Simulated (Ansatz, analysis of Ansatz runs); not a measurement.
# Al3GaN4 (Pm), nudged elastic band: H transfer from N to N (q = +1), part 2 of 5

Aim: the barrier of one jump in Al3GaN4 (Pm) at charge +1: H transfer from N to N. The model is a cell of 96 host atoms with 1 H put in; H is the atom that moves.

Ansatz 0.2.0; plane-wave PAW DFT, PBEsol; nudged elastic band between two relaxed defect structures at fixed charge in a uniform background.

So far: The structure; Relaxation of the start point, charge +1.

## Step 3: Relaxation of the end point, charge +1

Level of this step: plane-wave PAW DFT, PBEsol; relaxation of all atoms of a defect supercell at fixed charge in a uniform background (Ansatz).

The end point is relaxed in the same cell and settings, so that the two energies compare. Atoms more than 3.2 Å from the middle of the hop start where the first relaxation left them, the nearer ones on or close to their ideal places, with small random displacements.

File qp1.end/input.yaml:

```yaml
crystal:
  lattice:
    - [10.08692303, 0.0, 0.00025291]
    - [0.0, 9.39015873, 0.0]
    - [-0.00644803, 0.0, 10.83602103]
  atoms:
    - { symbol: Al, position: [0.24988997, 0.16652181, 0.08368555] }
    - { symbol: Al, position: [0.00054045, 0.16650886, 0.41706985] }
    - { symbol: Al, position: [0.00079479, 7.1e-06, 0.16573523] }
    - { symbol: Ga, position: [0.24941374, -3.452e-05, 0.33261932] }
    - { symbol: "N", position: [0.05568407, 2.104e-05, 0.33315878] }
    - { symbol: "N", position: [0.0613419, 0.1666772, 0.08347917] }
    - { symbol: "N", position: [0.31217658, 0.1667962, 0.42007771] }
    - { symbol: "N", position: [0.31175974, -3.005e-05, 0.16299952] }
    - { symbol: Al, position: [0.24930019, 0.16656398, 0.58321737] }
    - { symbol: Al, position: [0.00076415, 0.16634904, 0.91753041] }
    - { symbol: Al, position: [0.00081689, 5.19e-06, 0.66608713] }
    - { symbol: Ga, position: [0.24934431, -2.353e-05, 0.83326799] }
    - { symbol: "N", position: [0.05574881, 1.88e-05, 0.83304235] }
    - { symbol: "N", position: [0.06053759, 0.167228, 0.58368042] }
    - { symbol: "N", position: [0.31250035, 0.16694839, 0.91979685] }
    - { symbol: "N", position: [0.31130069, -2.163e-05, 0.66295093] }
    - { symbol: Al, position: [0.24986056, 0.4999629, 0.08374748] }
    - { symbol: Al, position: [-0.00194073, 0.50002927, 0.41609323] }
    - { symbol: Al, position: [0.00087676, 0.33330996, 0.16528765] }
    - { symbol: Ga, position: [0.24970977, 0.33333333, 0.33310103] }
    - { symbol: "N", position: [0.05513679, 0.33388303, 0.33324588] }
    - { symbol: "N", position: [0.06129716, 0.50000519, 0.08328036] }
    - { symbol: "N", position: [0.31256197, 0.5, 0.4200968] }
    - { symbol: "N", position: [0.31157752, 0.33342389, 0.1633945] }
    - { symbol: Al, position: [0.25011431, 0.5, 0.58366544] }
    - { symbol: Al, position: [0.00052415, 0.50002227, 0.91748325] }
    - { symbol: Al, position: [-0.00174549, 0.33236394, 0.66624459] }
    - { symbol: Ga, position: [0.24889153, 0.33345669, 0.83345303] }
    - { symbol: "N", position: [0.05496438, 0.33335663, 0.83253573] }
    - { symbol: "N", position: [0.05646938, 0.50000513, 0.58332311] }
    - { symbol: "N", position: [0.31219661, 0.50002994, 0.91989329] }
    - { symbol: "N", position: [0.31159519, 0.33333333, 0.66314769] }
    - { symbol: Al, position: [0.24989086, 0.83340608, 0.08367678] }
    - { symbol: Al, position: [0.00054253, 0.83354323, 0.41706875] }
    - { symbol: Al, position: [0.00088111, 0.66670553, 0.16528632] }
    - { symbol: Ga, position: [0.24970977, 0.66666667, 0.33310103] }
    - { symbol: "N", position: [0.05514604, 0.66616005, 0.33324451] }
    - { symbol: "N", position: [0.06134129, 0.83333597, 0.08347565] }
    - { symbol: "N", position: [0.31218293, 0.83325628, 0.42008455] }
    - { symbol: "N", position: [0.31157952, 0.6665221, 0.16338236] }
    - { symbol: Al, position: [0.24930074, 0.83335749, 0.58322239] }
    - { symbol: Al, position: [0.00076274, 0.83369837, 0.91752807] }
    - { symbol: Al, position: [-0.00174484, 0.66764923, 0.66624257] }
    - { symbol: Ga, position: [0.24888662, 0.66648396, 0.83345334] }
    - { symbol: "N", position: [0.05496064, 0.66667767, 0.83253882] }
    - { symbol: "N", position: [0.06054505, 0.8327786, 0.5836776] }
    - { symbol: "N", position: [0.31249853, 0.83312131, 0.91978123] }
    - { symbol: "N", position: [0.31159519, 0.66666667, 0.66314769] }
    - { symbol: Al, position: [0.75070589, 0.16618576, 0.08353032] }
    - { symbol: Al, position: [0.49960229, 0.16593248, 0.41654196] }
    - { symbol: Al, position: [0.50049004, 6.85e-06, 0.16611406] }
    - { symbol: Ga, position: [0.7498453, -2.736e-05, 0.33251903] }
    - { symbol: "N", position: [0.55570316, 2.224e-05, 0.33320059] }
    - { symbol: "N", position: [0.56172677, 0.16582783, 0.08351386] }
    - { symbol: "N", position: [0.81259704, 0.16658607, 0.41989113] }
    - { symbol: "N", position: [0.81193362, -2.859e-05, 0.16316664] }
    - { symbol: Al, position: [0.75067151, 0.16534314, 0.58295494] }
    - { symbol: Al, position: [0.50018571, 0.1652175, 0.91883089] }
    - { symbol: Al, position: [0.49986877, 7.25e-06, 0.66584371] }
    - { symbol: Ga, position: [0.74990067, -3.077e-05, 0.83304956] }
    - { symbol: "N", position: [0.55550125, 2.196e-05, 0.83258865] }
    - { symbol: "N", position: [0.56167836, 0.16508365, 0.5827196] }
    - { symbol: "N", position: [0.81287212, 0.16633977, 0.91991403] }
    - { symbol: "N", position: [0.81193711, -2.253e-05, 0.66318773] }
    - { symbol: Al, position: [0.75030944, 0.49996436, 0.08376714] }
    - { symbol: Al, position: [0.50045971, 0.5, 0.41740264] }
    - { symbol: Al, position: [0.50031273, 0.33211398, 0.16369716] }
    - { symbol: Ga, position: [0.75054819, 0.33164581, 0.33160409] }
    - { symbol: "N", position: [0.55558724, 0.33333333, 0.33316332] }
    - { symbol: "N", position: [0.56117918, 0.50000566, 0.08362742] }
    - { symbol: "N", position: [0.8089906, 0.50003469, 0.41973863] }
    - { symbol: "N", position: [0.81193704, 0.33323944, 0.16263296] }
    - { symbol: Al, position: [0.7538116, 0.4999649, 0.58327559] }
    - { symbol: Al, position: [0.4996705, 0.5000242, 0.91825043] }
    - { symbol: Al, position: [0.50054365, 0.33333333, 0.66584605] }
    - { symbol: Ga, position: [0.75029217, 0.33297784, 0.83477823] }
    - { symbol: "N", position: [0.55610638, 0.33265714, 0.83533056] }
    - { symbol: "N", position: [0.56122767, 0.5, 0.58357752] }
    - { symbol: "N", position: [0.81255887, 0.50002445, 0.92010232] }
    - { symbol: "N", position: [0.80802722, 0.33364945, 0.66301747] }
    - { symbol: Al, position: [0.75070803, 0.83374128, 0.08352525] }
    - { symbol: Al, position: [0.49960489, 0.83412307, 0.41654498] }
    - { symbol: Al, position: [0.50031306, 0.66790584, 0.16368817] }
    - { symbol: Ga, position: [0.75055061, 0.66830916, 0.33160065] }
    - { symbol: "N", position: [0.55558724, 0.66666667, 0.33316332] }
    - { symbol: "N", position: [0.56172814, 0.83418764, 0.08350602] }
    - { symbol: "N", position: [0.81260181, 0.83347902, 0.41988969] }
    - { symbol: "N", position: [0.81194176, 0.66670618, 0.16263164] }
    - { symbol: Al, position: [0.75067096, 0.83459143, 0.5829561] }
    - { symbol: Al, position: [0.50018487, 0.83483154, 0.91882332] }
    - { symbol: Al, position: [0.50054365, 0.66666667, 0.66584605] }
    - { symbol: Ga, position: [0.75028928, 0.66695619, 0.83477399] }
    - { symbol: "N", position: [0.55610028, 0.66737603, 0.83532718] }
    - { symbol: "N", position: [0.5616713, 0.83491608, 0.58272787] }
    - { symbol: "N", position: [0.81287037, 0.83370811, 0.91990521] }
    - { symbol: "N", position: [0.80803062, 0.66629587, 0.6630098] }
    - { symbol: H, position: [0.396537, 0.5, 0.475483] }
total_charge: 1
basis:
  ecutwfc: 420
  xc_grid: 2
hamiltonian:
  xc: pbesol
kpoints:
  mp_grid: { grid: [1, 1, 1], shift: [0.25, 0.25, 0.25] }
scf:
  occupations: { method: fixed }
  max_iter: 120
output:
  forces: true
relax:
  f_tol: 0.02
  max_steps: 70
  random_displacement: { amplitude: 0.01, seed: 1308 }
```

Command:

```sh
$ ansatz run input.yaml --threads 32 --pin off --max-ram 84787MiB --backend cuda --events-out ev --progress --plain --runs-dir out --max-vram 78GiB
```

Numbers of over 12 decimals in the logs are rounded to 6 here.

The program printed:

```text
[...]
Crystal: 97 atoms, lattice volume = 1026.364 Å³
Basis set: ecut = 420 eV, 20007 PW (Γ), exchange–correlation on 144×128×150 points (8 copies of the dense FFT grid, shifted against one another)
Bands: 349, of which v1, the nominal top of the filled ones, is band 252 counted from 1 (251 counted from 0)
Symmetry: 1 space group operations
k-points: 1
[...]
SCF iter   1: F=—  HF=-82109.252186 eV  |F-HF|=—  |Δ(HF+E_count)|=         —  Δρ=1.04e-2  dr2=1.59e0  ethr=1.77e-3  ⟨swp⟩=5.0  Hψ=1165  notcnv=0  defer=94
[...]
SCF iter   3: F=—  HF=-82108.761641 eV  |F-HF|=—  |Δ(HF+E_count)|=   4.40e-2  Δρ=1.31e-3  dr2=3.03e-2  ethr=2.66e-5  ⟨swp⟩=3.0  Hψ=512  notcnv=0  defer=74
[...]
SCF 1 converged in 7 iterations: F = -82108.749508 eV  dr2 = 6.95e-6
[...]
- { symbol: N, position: [0.813254, 0.163643, 0.422366] }
    - { symbol: N, position: [0.811078, -5.046283021061301e-6, 0.164412] }
    - { symbol: Al, position: [0.748907, 0.165896, 0.585327] }
    - { symbol: Al, position: [0.500028, 0.166469, 0.917866] }
[...]
- { symbol: Ga, position: [0.749326, -5.247824252896733e-6, 0.833156] }
[...]
- { symbol: Ga, position: [0.757093, 0.321089, 0.326963] }
[...]
- { symbol: Ga, position: [0.748678, 0.332090, 0.835556] }
[...]
- { symbol: Al, position: [0.499601, 0.666481, 0.166629] }
    - { symbol: Ga, position: [0.757102, 0.678957, 0.326928] }
[...]
- { symbol: Al, position: [0.748913, 0.834086, 0.585330] }
    - { symbol: Al, position: [0.500030, 0.833635, 0.917868] }
    - { symbol: Al, position: [0.499668, 0.666541, 0.666483] }
    - { symbol: Ga, position: [0.748676, 0.667912, 0.835561] }
    - { symbol: N, position: [0.554954, 0.666779, 0.833748] }
    - { symbol: N, position: [0.560264, 0.832794, 0.584018] }
    - { symbol: N, position: [0.812781, 0.834350, 0.920457] }
    - { symbol: N, position: [0.812783, 0.669856, 0.666199] }
    - { symbol: H, position: [0.386954, 0.499790, 0.412977] }
[key lines of the parts left out:]
SCF converged after 3 iterations
```

Elapsed: 11 s, on 1 × NVIDIA GB200 with 32 threads of Arm Neoverse V2, shared host; peak memory 1.4 GiB.

Relaxation path:

| step | energy less that of the first step (eV) | largest force component (eV/Å) |
| --- | --- | --- |
| 1 | 0.0000 | 12.1237 |
| 2 | -1.9061 | 6.0066 |
| 3 | -2.7288 | 2.6377 |
| 4 | -3.0308 | 0.2826 |
| 5 | -3.0525 | 0.3660 |
| 6 | -3.0826 | 0.2781 |
| 7 | -3.1017 | 0.1937 |
| 8 | -3.1298 | 0.4575 |
| 9 | -3.1508 | 0.7623 |
| 10 | -3.2472 | 0.3639 |
| 11 | -3.2957 | 0.2657 |
| 12 | -3.3104 | 0.3557 |
| 13 | -3.3160 | 0.3728 |
| 14 | -3.3034 | 1.1198 |
| 15 | -3.3226 | 0.0556 |
| 16 | -3.3265 | 0.0935 |
| 17 | -3.3273 | 0.0663 |
| 18 | -3.3277 | 0.0046 |
| 19 | -3.3277 | 0.0046 |

Relaxation step 14 was tried and not accepted.

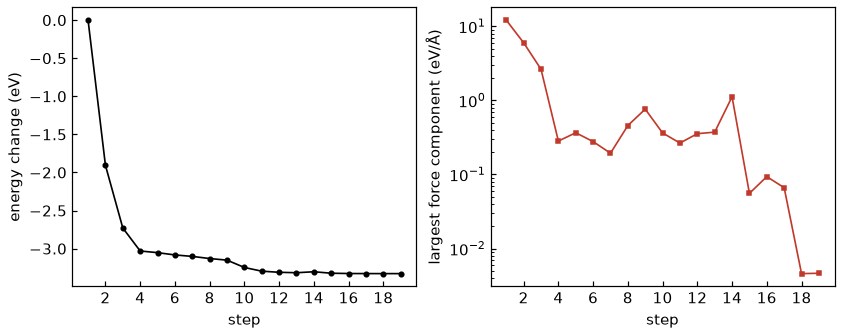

Energy and largest force along the relaxation.

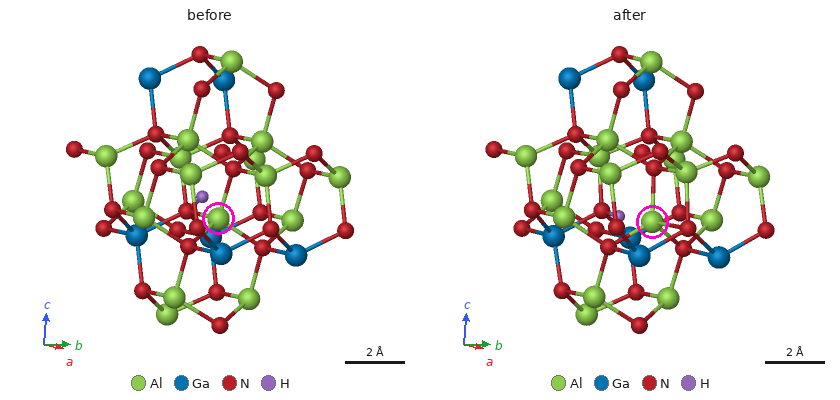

Before and after: the atoms that start within 5 Å of the centre. Al66, which moves most, is ringed if it is among them.

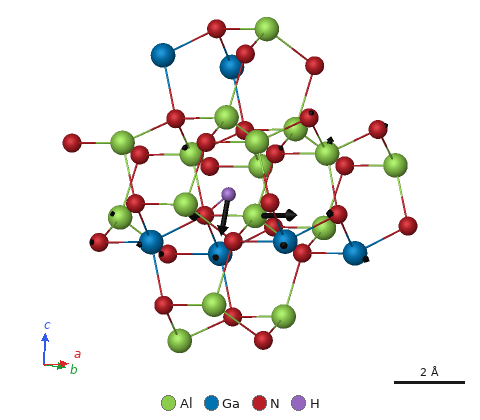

Displacements in the relaxation from the typed sites near the centre, exaggerated; the longest in the cell stands for 0.84 Å.

The atoms that moved most (Å, from the sites as typed, ahead of the random displacement):

| atom | dx | dy | dz | length |
| --- | --- | --- | --- | --- |
| Al66 | 0.840 | 0.001 | 0.008 | 0.840 |
| H97 | -0.097 | -0.002 | -0.677 | 0.684 |
| N23 | -0.268 | 0.000 | -0.005 | 0.268 |
| N71 | -0.150 | 0.000 | 0.012 | 0.150 |
| Al73 | 0.034 | 0.000 | 0.141 | 0.145 |
| Ga84 | 0.066 | 0.100 | -0.051 | 0.130 |
| Ga68 | 0.066 | -0.099 | -0.050 | 0.129 |
| Ga20 | -0.087 | -0.048 | -0.026 | 0.102 |

Neighbours of H97 at the end:

| atom | distance (Å) |
| --- | --- |
| N23 | 1.021 |
| Al66 | 1.986 |
| Ga20 | 2.356 |
| Ga36 | 2.358 |
| Al25 | 2.399 |
| N69 | 2.512 |
| N85 | 2.516 |
| N78 | 2.625 |

Numbers from this step:

```yaml
free_energy: -82112.0772 eV
r_m_s_move_of_the_farther_half_of_the_atoms: 0.01665 Å
largest_move_from_the_ideal_geometry_of_this_structure_a_common_shift_of_the_far_atoms_taken_out: 0.8424 Å
```

The relaxation gained 3.328 eV and ended with a largest force component of 0.0046 eV/Å. The end lies 0.178 eV below the start.

(Continued in part 3 of 5.)

[Logs are printed without paths, hosts, clocks, repeated set-up lines and the standing remarks that a program may print on its own settings, such as how far it seeks lower states.]

[Hosts, paths, dates, database ids (printed as entryN), source tags and the programs' standing remarks are cut or masked in the printed files.]
